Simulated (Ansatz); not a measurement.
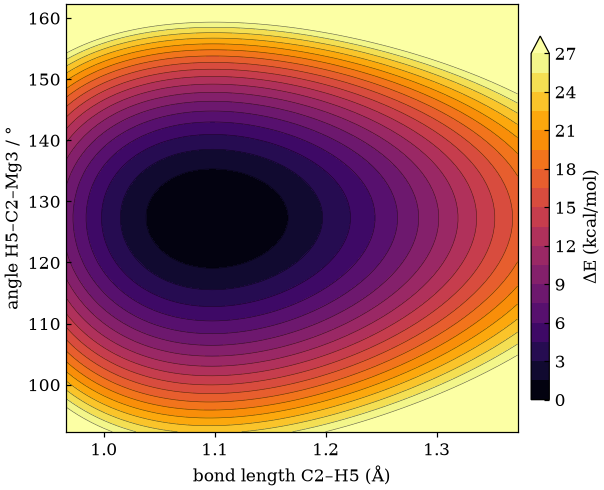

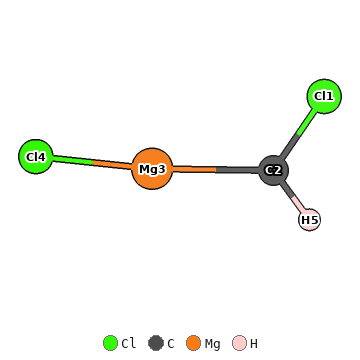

Energy landscape of CHCl₂Mg, SMILES Cl[CH+][Mg][Cl], charge +1. 
- The first coordinate is: bond length C2–H5; the second: angle H5–C2–Mg3.
- Nothing is relaxed (all other coordinates rigid).
- The scan uses a 9 × 9 grid.
- Points are written as (first, second).
- Energies: kcal/mol, counted from the relaxed molecule at the same level.
- These are results of RKS r2SCAN-D4/def2-TZVP (Ansatz 0.2.0), not measurements.

The picture shows filled contours, one colour for all values above the top of the scale. Between grid points the surface is interpolated. The second picture is the structure at the lowest point.

**What does the map say about the system?**

The lowest grid point is at (1.119 Å, 127.3°), 0.15 kcal/mol from the relaxed molecule at the same level. It is the only kind of minimum in the scanned range. The highest grid point, (1.373 Å, 162.3°), lies 48.5 kcal/mol above the lowest. Round the minimum the two coordinates are nearly uncoupled.

The values on the grid:

```tsv
angle H5–C2–Mg3 ↓, bond length C2–H5 →	0.966	1.017	1.068	1.119	1.169	1.220	1.271	1.322	1.373
162.3	41.0	35.5	33.0	32.7	34.0	36.6	40.0	44.1	48.6
153.6	26.1	20.5	18.1	17.9	19.3	22.0	25.5	29.7	34.3
144.8	15.9	10.3	7.9	7.7	9.1	11.8	15.4	19.7	24.3
136.1	10.2	4.7	2.2	2.0	3.4	6.1	9.8	14.0	18.7
127.3	8.4	2.8	0.4	0.2	1.6	4.3	8.0	12.2	16.9
118.6	10.0	4.5	2.0	1.8	3.3	6.0	9.6	13.9	18.5
109.8	14.7	9.2	6.8	6.6	8.1	10.8	14.4	18.6	23.1
101.1	22.0	16.6	14.2	14.0	15.5	18.2	21.8	26.0	30.5
92.3	31.6	26.3	24.0	23.9	25.5	28.2	31.8	36.0	40.4
```

The input of one point:

```yaml
crystal:
  periodic: [false, false, false]
  atoms:
    - { symbol: Cl, position_ang: [-0.131649, 1.333327, 1.810104] }
    - { symbol: C, position_ang: [0.53449, 0.722655, 0.455859] }
    - { symbol: Mg, position_ang: [-0.417145, -0.869775, -0.74784] }
    - { symbol: Cl, position_ang: [-1.478854, -2.407767, -1.779696] }
    - { symbol: H, position_ang: [1.51156, 1.230616, 0.257182] }
total_charge: 1
basis:
  gaussian: { orbitals: def2-TZVP }
hamiltonian:
  xc: r2scan
  dispersion: d4
output:
  forces: true
```

Each point was launched as `ansatz run input.yaml --threads 1 --pin off --max-ram 2560MiB --backend cpu --events-out ev --progress --plain --runs-dir out`. The whole map (81 points run) took 15 min on 1 thread of Arm Neoverse V1, on a shared host.
